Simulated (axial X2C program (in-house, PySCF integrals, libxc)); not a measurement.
# All-electron X2C curves of GaB

Aim: find the lowest determinant of GaB, scan the bond at several levels and fit the constants, once spin-free and once with spin–orbit coupling.

Program: an in-house X2C program for linear molecules on PySCF integrals. Level of theory: all-electron X2C, Ga dyall-cv3z, B dyall-v3z. These are calculated values, not measurements.

### Step 1. Set-up

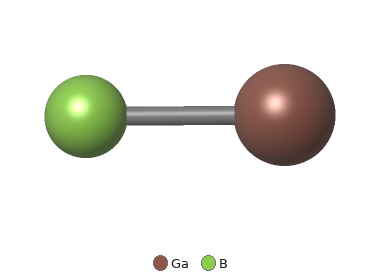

The two atoms at 2.090 Å (gallium brown, boron green).

Contents of task.json:

```json
{"zs": [31, 5], "q": 0, "bas": ["dyall-cv3z", "dyall-v3z"], "levels": ["PBE0", "HF", "r2SCAN0"], "cc": true, "r0": 2.09, "thr": -1.0, "nmax": 90, "npts": 10, "nst": 2, "ntry": 6}
```

Keys: zs atomic numbers; q charge; bas basis sets; levels methods (HF also brings MP2); cc coupled cluster on or off; r0 starting distance in Å; thr threshold in hartree for freezing inner shells (an s shell follows its p shell); nmax most natural virtual spinors; npts points asked for on the curve; nst determinants followed; ntry starts of the search.

Command:

```sh
$ python so2c.py task.json out
```

Spin-free means the one-electron spin-free X2C Hamiltonian; two-component (2c) means X2C with spin–orbit coupling and atomic mean-field two-electron Coulomb and Gaunt terms. Basis: Ga dyall-cv3z contracted to [9s9p7d4f1g], B dyall-v3z contracted to [7s6p2d1f]; Gaussian nuclei, density fitting. Masses: Ga 68.926 u, B 11.009 u.

Notation: σ, π±, δ± give the projection m of an orbital's angular momentum (0, ±1, ±2), α and β its spin, Λ and M_S the sums; ω is the projection of a spinor's total angular momentum and Ω the sum. Logs are in hartree.

The results follow Hamiltonian by Hamiltonian and level by level.

### Step 2. Search for the lowest determinant

PBE0 moves the distance from 2.090 Å to 2.029 Å and compares determinants there.

Spin-free determinants:

```csv
ΔE (eV),state,open shells
0.00,"M_S = 1, Λ = 0","beyond closed shells: π+α, π-α"
0.21,"M_S = 1, Λ = 1","beyond closed shells: σα, π+α"
0.38,"M_S = 0, Λ = 1","beyond closed shells: σα, π+β"
0.73,"M_S = 0, Λ = 0","beyond closed shells: π+β, π-α"
0.73,"M_S = 0, Λ = 2","beyond closed shells: π+α, π+β"
1.34,"M_S = 2, Λ = 0","beyond closed shells: 2 × σα, π+α, π-α"
2.74,"M_S = 0, Λ = 0","beyond closed shells: 2 × σβ, π+α, π-α"
```

Two-component determinants:

```csv
ΔE (eV),state,open shells
0.00,Ω = 1,"excess of +ω over −ω: ω = -1/2, ω = 3/2"
0.22,Ω = 2,"excess of +ω over −ω: ω = 1/2, ω = 3/2"
0.37,Ω = 1,excess of +ω over −ω: 2 × ω = 1/2
0.64,Ω = 0,closed shell
0.76,Ω = 0,closed shell
2.74,Ω = 0,"excess of +ω over −ω: 3 × ω = 1/2, ω = -3/2"
2.78,Ω = 1,excess of +ω over −ω: 2 × ω = 1/2
```

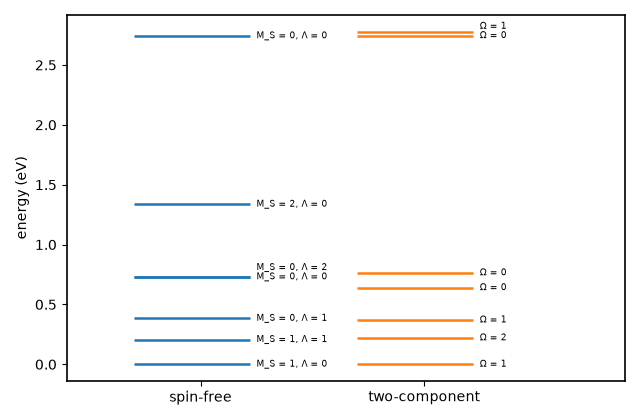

The determinants found, each set from its own lowest.

### Step 3. PBE0, spin-free

State followed: M_S = 1, Λ = 0 (beyond closed shells: π+α, π-α). The scan is laid around 2.029 Å, a first estimate of the minimum, and this SCF restarts from the orbitals of the search.

The SCF at the reference distance of 2.029 Å:

```text
spin-free X2C-1e  PBE0
basis functions 150  fitting functions 890  grid points 5079
iter        total energy     max residual
   1      -1968.331481447     3.65e-05
   2      -1968.331481458     1.60e-05
   3      -1968.331481460     8.04e-06
converged
one-electron -2821.31218748  Coulomb 892.31605743  exact exchange -19.54917499  xc functional -60.21124674  nuclear repulsion 40.42507033
```

Along the bond, energies from the lowest point:

```tsv
R (Å)	E (eV)	μ (D)	HOMO (eV)	LUMO (eV)	iterations
1.765	0.5045	-1.32	-6.18	-3.30	34
1.846	0.2093	-1.45	-6.01	-3.37	30
1.907	0.0828	-1.56	-5.89	-3.40	26
1.968	0.0177	-1.67	-5.77	-3.43	23
2.029	0.0000	-1.78	-5.66	-3.44	3
2.100	0.0246	-1.92	-5.54	-3.44	23
2.171	0.0849	-2.06	-5.43	-3.44	20
2.262	0.1980	-2.24	-5.30	-3.43	21
2.374	0.3689	-2.46	-5.15	-3.41	20
2.536	0.6434	-2.76	-4.96	-3.37	21
```

Dipoles are positive if B is the positive end.

Outer orbitals at the reference distance:

| symmetry | occupied | ε (eV) | atomic character |
| --- | --- | --- | --- |
| σβ | yes | -22.92 | 99% Ga d |
| σα | yes | -22.91 | 99% Ga d |
| π-α | yes | -22.84 | 100% Ga d |
| π+α | yes | -22.84 | 100% Ga d |
| δ+α | yes | -22.83 | 100% Ga d |
| δ-α | yes | -22.83 | 100% Ga d |
| π+β | yes | -22.80 | 100% Ga d |
| π-β | yes | -22.80 | 100% Ga d |
| δ+β | yes | -22.77 | 100% Ga d |
| δ-β | yes | -22.77 | 100% Ga d |
| σα | yes | -13.48 | 45% B s, 36% Ga s, 8% Ga p |
| σβ | yes | -12.04 | 46% Ga s, 35% B s, 10% B p |
| σα | yes | -8.57 | 32% Ga s, 24% B s, 22% B p |
| σβ | yes | -7.55 | 33% Ga p, 28% B s, 26% Ga s |
| π-α | yes | -5.66 | 64% B p, 30% Ga p, 4% Ga d |
| π+α | yes | -5.66 | 64% B p, 30% Ga p, 4% Ga d |
| σα | no | -3.44 | 48% B p, 34% Ga p, 12% Ga s |
| σβ | no | -2.87 | 56% B p, 24% Ga p, 10% B s |
| π-β | no | -2.41 | 57% Ga p, 41% B p |
| π+β | no | -2.41 | 57% Ga p, 41% B p |

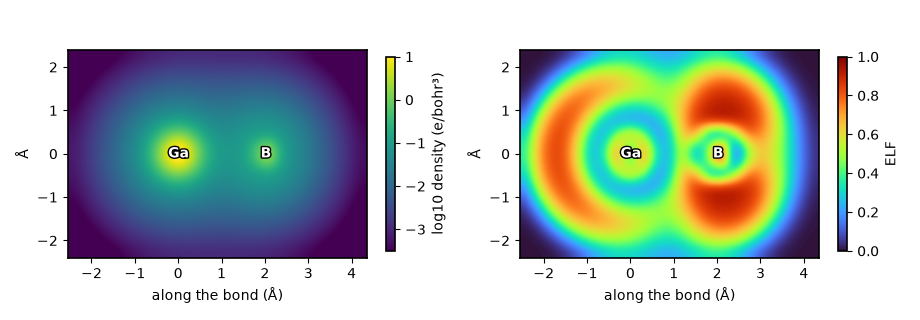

PBE0 fields in a plane through the axis, from a grid of 0.3 Å; Ga lies at z = 0 and B at z = 2.029 Å; the ELF is damped to zero where the density is low.

Re = 2.026 Å, ωe = 533 cm⁻¹, ωexe = 3.71 cm⁻¹, Be = 0.4328 cm⁻¹, De = 1.95 eV, μ = -1.77 D.

### Step 4. HF, spin-free

Output at 2.029 Å:

```text
spin-free X2C-1e  HF
basis functions 150  fitting functions 890  grid points 5079
iter        total energy     max residual
   1      -1966.767759696     2.81e-01
   2      -1966.793506499     1.33e-02
   3      -1966.796318053     3.65e-02
   4      -1966.798671572     1.76e-02
   5      -1966.802208868     1.88e-02
   6      -1966.803974508     2.33e-02
   7      -1966.805486669     6.81e-03
   8      -1966.805657935     1.85e-03
   9      -1966.805762003     2.94e-03
  10      -1966.805807387     2.05e-03
  11      -1966.805829552     4.00e-04
  12      -1966.805833754     2.88e-04
  13      -1966.805834238     1.06e-04
  14      -1966.805834290     1.82e-05
  15      -1966.805834298     1.52e-05
  16      -1966.805834300     5.73e-06
  17      -1966.805834300     1.24e-06
converged
one-electron -2821.69594900  Coulomb 892.85565128  exact exchange -78.39060691  xc functional 0.00000000  nuclear repulsion 40.42507033
```

Re = 2.017 Å, ωe = 539 cm⁻¹, ωexe = 3.58 cm⁻¹, Be = 0.4365 cm⁻¹, De = 0.934 eV, μ = -2.13 D. ⟨S²⟩ = 2.56 against 2.00 for a pure state, so this determinant mixes spins.

### Step 5. r2SCAN0, spin-free

Output at 2.029 Å:

```text
spin-free X2C-1e  r2SCAN0
basis functions 150  fitting functions 890  grid points 5079
iter        total energy     max residual
   1      -1968.537977412     9.62e-02
   2      -1968.539670419     6.53e-03
   3      -1968.539997651     1.10e-02
   4      -1968.540185274     3.96e-03
   5      -1968.540390931     5.50e-03
   6      -1968.540588653     6.98e-03
   7      -1968.540687555     2.59e-03
   8      -1968.540700719     2.25e-04
   9      -1968.540701353     1.17e-04
  10      -1968.540701509     3.03e-05
  11      -1968.540701523     1.15e-05
  12      -1968.540701525     2.22e-06
converged
one-electron -2821.62738600  Coulomb 892.67560211  exact exchange -19.56365551  xc functional -60.45033245  nuclear repulsion 40.42507033
```

Re = 2.001 Å, ωe = 554 cm⁻¹, ωexe = 3.87 cm⁻¹, Be = 0.4436 cm⁻¹, De = 1.97 eV, μ = -1.55 D. ⟨S²⟩ = 2.23 against 2.00 for a pure state, so this determinant mixes spins.

### Step 6. Correlated methods, spin-free

Correlated methods: 6 electrons correlated (frozen shells, counted by type: Ga 3 s, 2 p, 1 d; B 1 s), 238 virtual spinors in MP2, 89 natural virtuals in coupled cluster.

Output of the correlated part at 2.029 Å:

```text
correlated 6  virtual 238  natural virtual 89  E(MP2) -0.096543783  MP2 remainder -0.001717861
iter   CCSD correlation   residual
   1     -0.109916315   1.30e-01
   2     -0.118677997   7.35e-02
   3     -0.121743779   4.39e-02
   4     -0.124499699   3.00e-02
   5     -0.125669038   1.58e-02
   6     -0.126049300   8.84e-03
   7     -0.126349319   5.55e-03
   8     -0.126363892   2.79e-03
   9     -0.126422900   1.27e-03
  10     -0.126424968   4.90e-04
  11     -0.126437768   1.78e-04
  12     -0.126440482   8.01e-05
  13     -0.126443473   3.87e-05
  14     -0.126444875   1.83e-05
  15     -0.126445631   9.04e-06
  16     -0.126445751   3.43e-06
  17     -0.126445725   1.82e-06
  18     -0.126445686   1.10e-06
  19     -0.126445675   4.84e-07
(T) -0.008834125  T1 0.1175  D1 0.2395  max T2 0.144
```

T1 in the output is the amplitude norm over the root of the electron number; divide by √2 for the Lee–Taylor value.

MP2: No constants are quoted: the reference is strongly spin-contaminated.

CCSD: Re = 2.071 Å, ωe = 505 cm⁻¹, ωexe = 3.23 cm⁻¹, Be = 0.414 cm⁻¹, De = 1.35 eV. T1 at Re = 0.084 (Lee–Taylor, the printed value over √2).

CCSD(T): Re = 2.075 Å, ωe = 508 cm⁻¹, ωexe = 3.54 cm⁻¹, Be = 0.4126 cm⁻¹, De = 1.53 eV. T1 at Re = 0.085 (Lee–Taylor, the printed value over √2).

### Step 7. A higher determinant, spin-free

State: M_S = 1, Λ = 1 (beyond closed shells: σα, π+α).

Output at the reference distance:

```text
spin-free X2C-1e  PBE0
basis functions 150  fitting functions 890  grid points 5079
iter        total energy     max residual
   1      -1968.323909522     6.17e-05
   2      -1968.323909537     2.62e-05
   3      -1968.323909540     8.85e-06
converged
one-electron -2821.66463801  Coulomb 892.70108147  exact exchange -19.55941100  xc functional -60.22601232  nuclear repulsion 40.42507033
```

```tsv
R (Å)	E above the lowest PBE0 point (eV)
1.765	1.350
1.846	0.826
1.907	0.548
1.968	0.346
2.029	0.206
2.100	0.104
2.171	0.055
2.262	0.048
2.374	0.100
```

No constants are quoted: too few points lie around the minimum for a second fit to confirm the first.

### Step 8. The spin-free curves together

Energy (eV) of the followed determinant, spin-free, from each level's lowest point:

```tsv
R (Å)	PBE0	HF	MP2 (spin-contaminated)	CCSD	CCSD(T)	r2SCAN0
1.765	0.504	0.500	0.582	n/a	n/a	0.433
1.846	0.209	0.198	0.251	0.311	0.327	0.160
1.907	0.083	0.073	0.105	0.148	0.158	0.050
1.968	0.018	0.012	0.027	0.051	0.057	0.002
2.029	0.000	0.000	0.000	0.005	0.007	0.000
2.100	0.025	0.030	0.019	0.000	0.000	0.041
2.171	0.085	0.094	0.076	0.035	0.034	0.116
2.262	0.198	0.212	0.186	0.122	0.119	0.246
2.374	0.369	0.390	0.353	n/a	n/a	0.434
2.536	0.643	0.682	0.615	n/a	n/a	0.734
```

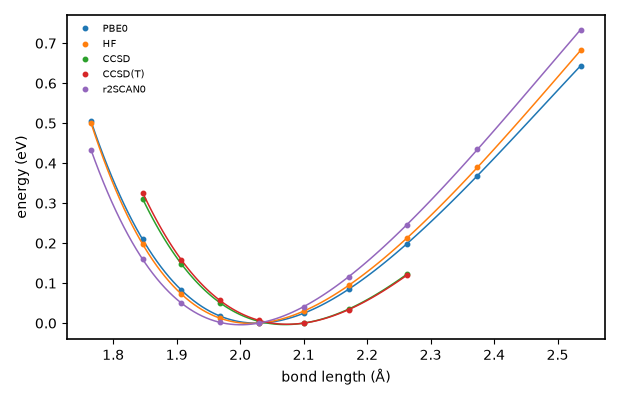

Curves of the followed state, spin-free, each from its own lowest point. Left out: MP2.

### Step 9. PBE0, 2c

State followed: Ω = 1 (excess of +ω over −ω: ω = -1/2, ω = 3/2). The scan is laid around 2.029 Å, a first estimate of the minimum, and this SCF restarts from the orbitals of the search.

The SCF at the reference distance of 2.029 Å:

```text
two-component X2C + atomic mean field  PBE0
basis functions 150  fitting functions 890  grid points 5079
iter        total energy     max residual
   1      -1967.726946083     8.55e-05
   2      -1967.726946097     3.58e-05
   3      -1967.726946109     3.40e-05
   4      -1967.726946118     3.70e-05
   5      -1967.726946126     9.05e-06
converged
one-electron -2819.77990639  Coulomb 892.00773178  exact exchange -19.54287609  xc functional -60.19181873  nuclear repulsion 40.42507033  atomic mean-field constant -0.64514701
```

Along the bond, energies from the lowest point:

```tsv
R (Å)	E (eV)	μ (D)	HOMO (eV)	LUMO (eV)	iterations
1.765	0.5065	-1.33	-6.16	-3.30	37
1.846	0.2108	-1.45	-5.99	-3.37	33
1.907	0.0837	-1.56	-5.87	-3.40	28
1.968	0.0182	-1.67	-5.76	-3.42	24
2.029	0.0000	-1.78	-5.65	-3.44	5
2.100	0.0240	-1.92	-5.53	-3.44	26
2.171	0.0838	-2.06	-5.42	-3.44	23
2.262	0.1961	-2.24	-5.29	-3.42	25
2.374	0.3654	-2.45	-5.14	-3.38	25
2.536	0.4403	-2.18	-4.65	-2.91	33
```

Dipoles are positive if B is the positive end.

Outer spinors at the reference distance:

| ω | occupied | ε (eV) | atomic character | λ mixture |
| --- | --- | --- | --- | --- |
| -1/2 | yes | -23.14 | 99% Ga d | 51% π, 49% σ |
| 1/2 | yes | -23.11 | 99% Ga d | 53% σ, 47% π |
| -3/2 | yes | -23.09 | 100% Ga d | 82% δ, 18% π |
| 3/2 | yes | -23.06 | 100% Ga d | 74% δ, 26% π |
| -1/2 | yes | -22.72 | 99% Ga d | 51% σ, 49% π |
| 1/2 | yes | -22.69 | 99% Ga d | 53% π, 47% σ |
| 5/2 | yes | -22.67 | 100% Ga d | 100% δ |
| 3/2 | yes | -22.66 | 100% Ga d | 74% π, 26% δ |
| -3/2 | yes | -22.64 | 100% Ga d | 82% π, 18% δ |
| -5/2 | yes | -22.61 | 100% Ga d | 100% δ |
| 1/2 | yes | -13.48 | 45% B s, 36% Ga s, 8% Ga p | 100% σ |
| -1/2 | yes | -12.04 | 46% Ga s, 35% B s, 10% B p | 100% σ |
| 1/2 | yes | -8.56 | 32% Ga s, 24% B s, 22% B p | 100% σ |
| -1/2 | yes | -7.55 | 33% Ga p, 28% B s, 26% Ga s | 100% σ |
| -1/2 | yes | -5.67 | 64% B p, 31% Ga p, 3% Ga d | 100% π |
| 3/2 | yes | -5.65 | 65% B p, 30% Ga p, 4% Ga d | 100% π |
| 1/2 | no | -3.44 | 48% B p, 34% Ga p, 12% Ga s | 100% σ |
| -1/2 | no | -2.87 | 56% B p, 24% Ga p, 10% B s | 100% σ |
| 1/2 | no | -2.43 | 57% Ga p, 40% B p | 100% π |
| -3/2 | no | -2.38 | 56% Ga p, 41% B p | 100% π |

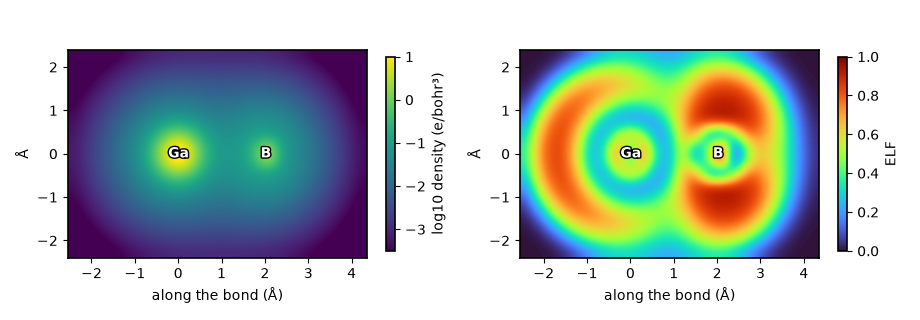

PBE0 fields in a plane through the axis, from a grid of 0.3 Å; Ga lies at z = 0 and B at z = 2.029 Å; the ELF is damped to zero where the density is low.

No constants are quoted: the solution changes its character somewhere along the scan, so the fit is set aside.

### Step 10. HF, 2c

The SCF at the reference distance of 2.029 Å:

```text
two-component X2C + atomic mean field  HF
basis functions 150  fitting functions 890  grid points 5079
iter        total energy     max residual
   1      -1966.163755676     2.81e-01
   2      -1966.189496055     1.34e-02
   3      -1966.192309528     3.65e-02
   4      -1966.194659483     1.76e-02
   5      -1966.198175402     1.87e-02
   6      -1966.199930491     2.32e-02
   7      -1966.201434099     6.99e-03
   8      -1966.201609920     1.87e-03
   9      -1966.201719296     3.04e-03
  10      -1966.201768015     2.17e-03
  11      -1966.201793339     3.39e-04
  12      -1966.201799370     3.59e-04
  13      -1966.201801243     2.75e-04
  14      -1966.201802969     2.39e-04
  15      -1966.201805330     3.12e-04
  16      -1966.201807542     3.54e-04
  17      -1966.201808720     1.76e-04
  18      -1966.201809020     3.95e-05
  19      -1966.201809073     2.22e-05
  20      -1966.201809087     1.75e-05
  21      -1966.201809091     5.68e-06
  22      -1966.201809092     3.22e-06
  23      -1966.201809093     2.65e-06
converged
one-electron -2820.16420040  Coulomb 892.54779271  exact exchange -78.36532472  xc functional 0.00000000  nuclear repulsion 40.42507033  atomic mean-field constant -0.64514701
```

No constants are quoted: the solution changes its character somewhere along the scan, so the fit is set aside.

### Step 11. r2SCAN0, 2c

The SCF at the reference distance of 2.029 Å:

```text
two-component X2C + atomic mean field  r2SCAN0
basis functions 150  fitting functions 890  grid points 5079
iter        total energy     max residual
   1      -1967.933079507     9.60e-02
   2      -1967.934773080     6.52e-03
   3      -1967.935100903     1.10e-02
   4      -1967.935287736     3.92e-03
   5      -1967.935492102     5.49e-03
   6      -1967.935692992     7.10e-03
   7      -1967.935794797     2.69e-03
   8      -1967.935809192     2.49e-04
   9      -1967.935809979     1.37e-04
  10      -1967.935810185     3.42e-05
  11      -1967.935810206     1.36e-05
  12      -1967.935810209     3.33e-06
converged
one-electron -2820.09456421  Coulomb 892.36676253  exact exchange -19.55735291  xc functional -60.43057893  nuclear repulsion 40.42507033  atomic mean-field constant -0.64514701
```

Re = 2.001 Å, ωe = 553 cm⁻¹, ωexe = 3.87 cm⁻¹, Be = 0.4433 cm⁻¹, De = 1.96 eV, μ = -1.56 D.

### Step 12. MP2 and beyond, 2c

Correlated methods: 6 electrons correlated (frozen shells, counted by type: Ga 3 s, 2 p, 1 d; B 1 s), 238 virtual spinors in MP2, 90 natural virtuals in coupled cluster.

Output of the correlated part at 2.029 Å:

```text
correlated 6  virtual 238  natural virtual 90  E(MP2) -0.096534733  MP2 remainder -0.001638385
iter   CCSD correlation   residual
   1     -0.109971537   1.30e-01
   2     -0.118740172   7.36e-02
   3     -0.121810928   4.40e-02
   4     -0.124583587   3.02e-02
   5     -0.125772368   1.60e-02
   6     -0.126159421   9.00e-03
   7     -0.126470630   5.68e-03
   8     -0.126485383   2.86e-03
   9     -0.126545748   1.31e-03
  10     -0.126547613   5.18e-04
  11     -0.126560923   2.13e-04
  12     -0.126563750   1.25e-04
  13     -0.126567345   9.11e-05
  14     -0.126569681   7.15e-05
  15     -0.126571139   5.23e-05
  16     -0.126570641   3.40e-05
  17     -0.126569542   2.10e-05
  18     -0.126568980   1.04e-05
  19     -0.126568880   5.54e-06
  20     -0.126568945   3.74e-06
  21     -0.126568982   1.90e-06
  22     -0.126569045   9.90e-07
  23     -0.126569077   4.70e-07
  24     -0.126569099   2.96e-07
  25     -0.126569111   1.90e-07
(T) -0.008856104  T1 0.1181  D1 0.2408  max T2 0.143
```

MP2: No constants are quoted: the reference changes its character somewhere along the scan, so the fit is set aside.

CCSD: No constants are quoted: the reference changes its character somewhere along the scan, so the fit is set aside.

CCSD(T): No constants are quoted: the reference changes its character somewhere along the scan, so the fit is set aside.

### Step 13. A higher determinant, 2c

State: Ω = 2 (excess of +ω over −ω: ω = 1/2, ω = 3/2).

Output at the reference distance:

```text
two-component X2C + atomic mean field  PBE0
basis functions 150  fitting functions 890  grid points 5079
iter        total energy     max residual
   1      -1967.718842702     8.24e-05
   2      -1967.718842730     2.91e-05
   3      -1967.718842745     3.13e-05
   4      -1967.718842747     9.24e-06
converged
one-electron -2820.12162498  Coulomb 892.38267595  exact exchange -19.55319435  xc functional -60.20662268  nuclear repulsion 40.42507033  atomic mean-field constant -0.64514701
```

```tsv
R (Å)	E above the lowest PBE0 point (eV)
1.765	1.298
1.846	0.842
1.907	0.563
1.968	0.361
2.029	0.221
2.100	0.118
2.171	0.068
2.262	0.060
2.374	0.112
```

No constants are quoted: the solution changes its character somewhere along the scan, so the fit is set aside.

### Step 14. The 2c curves together

Energy (eV) of the followed determinant, 2c, from each level's lowest point:

```tsv
R (Å)	PBE0 (jumps)	HF (jumps)	MP2 (its reference jumps)	CCSD (its reference jumps)	CCSD(T) (its reference jumps)	r2SCAN0
1.765	0.507	0.503	0.585	n/a	n/a	0.435
1.846	0.211	0.199	0.253	0.316	0.332	0.161
1.907	0.084	0.074	0.107	0.153	0.163	0.051
1.968	0.018	0.013	0.027	0.055	0.060	0.002
2.029	0.000	0.000	0.000	0.007	0.009	0.000
2.100	0.024	0.029	0.017	0.000	0.000	0.041
2.171	0.084	0.088	0.064	0.017	0.021	0.115
2.262	0.196	0.083	0.039	0.033	0.101	0.244
2.374	0.365	0.136	0.104	n/a	n/a	0.433
2.536	0.440	0.279	0.269	n/a	n/a	0.731
```

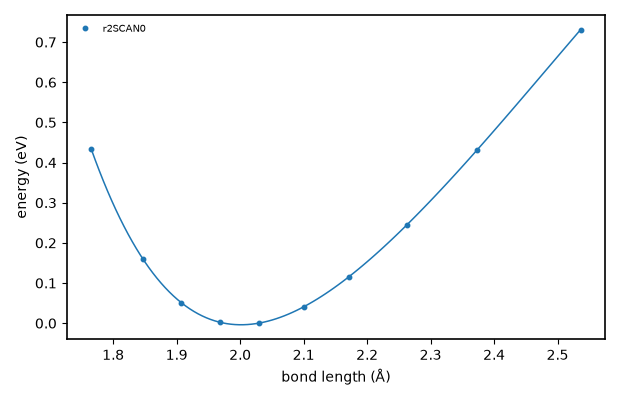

Curves of the followed state, 2c, each from its own lowest point. Left out: PBE0, HF, MP2, CCSD, CCSD(T).

The whole job took 1.9 min on 1 thread of Arm Neoverse V2, shared host; peak memory 0.42 GiB.

### Step 15. What came out

Lowest determinant that the search found at its distance, spin-free: M_S = 1, Λ = 0 (beyond closed shells: π+α, π-α).

Lowest determinant that the search found at its distance, 2c: Ω = 1 (excess of +ω over −ω: ω = -1/2, ω = 3/2).

```tsv
Hamiltonian	level	Re (Å)	ωe (cm⁻¹)	De (eV)	μ (D)
spin-free	PBE0	2.026	533	1.95	-1.77
spin-free	HF	2.017	539	0.934	-2.13
spin-free	CCSD	2.071	505	1.35	n/a
spin-free	CCSD(T)	2.075	508	1.53	n/a
spin-free	r2SCAN0	2.001	554	1.97	-1.55
2c	r2SCAN0	2.001	553	1.96	-1.56
```

Dipoles are positive if B is the positive end. No constants: spin-free MP2 (the reference is strongly spin-contaminated); 2c PBE0 (the solution changes its character somewhere along the scan, so the fit is set aside); 2c HF (the solution changes its character somewhere along the scan, so the fit is set aside); 2c MP2 (the reference changes its character somewhere along the scan, so the fit is set aside); 2c CCSD (the reference changes its character somewhere along the scan, so the fit is set aside); 2c CCSD(T) (the reference changes its character somewhere along the scan, so the fit is set aside). Spin-free ⟨S²⟩ is off its pure value at HF 2.56, r2SCAN0 2.23.

Time per point (s) on 1 thread of Arm Neoverse V2, shared host (2c runs); the times are rough: r2SCAN0 1.4.

At r2SCAN0, going from spin-free to two-component changes Re by +1 mÅ, ωe by -0.1 %; the spin-free picture holds up (part of it comes from the scalar share of the two-electron terms). De moves by 0.00 eV; both De rest on single-determinant atoms, which can miss part of an open shell's spin–orbit lowering.

De refers to Ga + B, each in the lowest determinant found, which need not be this curve's own limit. The state is a single determinant with fixed occupations, the lowest that a limited PBE0 search found. Dissociation energies refer to the lowest single-determinant-based atoms at the same level and basis. Density functionals use the spin component along the axis (collinear). CCSD and (T) use frozen natural virtuals with an MP2 correction for the truncation. The meta-GGAs lack a current-density term, which matters for open shells with orbital currents, atoms included. With several unpaired electrons one determinant need not be a pure state. The spin-free determinant is spin-contaminated at some levels. With the outer-core shells frozen, correlated bond lengths of heavy atoms tend to come out a few hundredths of an ångström too long. T1 at Re is 0.085 (Lee–Taylor), above the customary mark of 0.02.
